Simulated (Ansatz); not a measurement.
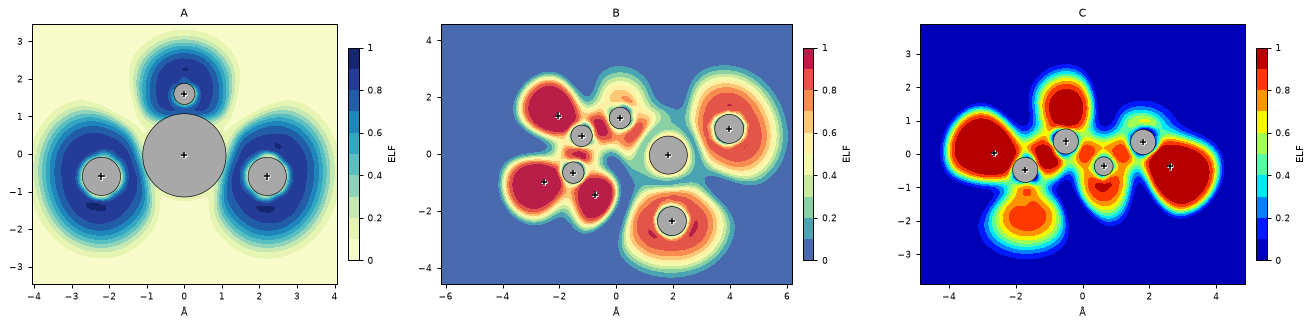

The ELF of 3 systems, each on a plane through atoms (crosses mark nuclei in the plane; grey discs cover the cores).

The calculation used RKS PBE0-D4/def2-TZVPP (Ansatz).

System 1: C3H5Cl2In (SMILES C=C[CH2][In]([Cl])[Cl]), the plane of atoms C3, In4 and Cl5. Geometry: PBE0-D4/def2-TZVP; core potentials replace the inner electrons of In.

```xyz
11

C    -0.0665   -0.8334   -1.5693
C    -0.3687   -1.2220   -0.3393
C    -0.2607   -0.4289    0.9178
In    0.4503    1.5856    0.7597
Cl    1.1424    2.8032   -1.0933
Cl    0.6085    2.8873    2.6846
H    -0.1876   -1.5058   -2.4103
H     0.3113    0.1606   -1.7929
H    -0.7424   -2.2368   -0.1987
H     0.4073   -0.9141    1.6376
H    -1.2287   -0.3527    1.4244
```

System 2: C3H4F4O, the plane of atoms O3, C2 and H9. Geometry: PBE0-D4/def2-TZVP.

```xyz
12

F    -1.0287   -2.2022    0.4479
C    -0.7664   -1.1412    1.2763
O     0.2234   -0.3391    0.7335
C    -0.1546    0.3823   -0.3697
F    -0.9561    1.4389   -0.0044
C     1.0866    0.9537   -1.0396
F     1.7939   -0.0562   -1.5890
F     1.8647    1.5819   -0.1411
H    -0.3746   -1.5227    2.2185
H    -1.7021   -0.5913    1.4137
H    -0.7181   -0.2239   -1.0876
H     0.8089    1.6644   -1.8247
```

System 3: Cl4MoO, the plane of atoms Cl3, Mo2 and Cl5. Geometry: PBE0-D4/def2-TZVP; core potentials replace the inner electrons of Mo.

```xyz
6

O    -1.7132   -0.2042    0.1401
Mo   -0.0924   -0.0219    0.0008
Cl    0.7481   -1.0465    1.8528
Cl    0.5804   -1.8651   -1.1551
Cl    0.1770    1.1276   -1.9465
Cl    0.3421    1.9460    1.0616
```

> Match each panel to its system.

Panel A is system 3, Cl4MoO: the plane holds O, Mo and Cl. Mo–O (1.64 Å): the ELF peaks at about 0.80 in the valence shell of O, 0.5 Å from its nucleus, and drops to about 0.45 between the two atoms. Panel B is system 1, C3H5Cl2In: the plane holds C, In, Cl and H. C–C (1.32 Å): the ELF peaks at about 0.95 between the atoms; a multiple bond. Panel C is system 2, C3H4F4O: the plane holds C, O and H. C–O (1.37 Å): the ELF peaks at about 0.90 between the atoms; a shared but strongly polarised pair.
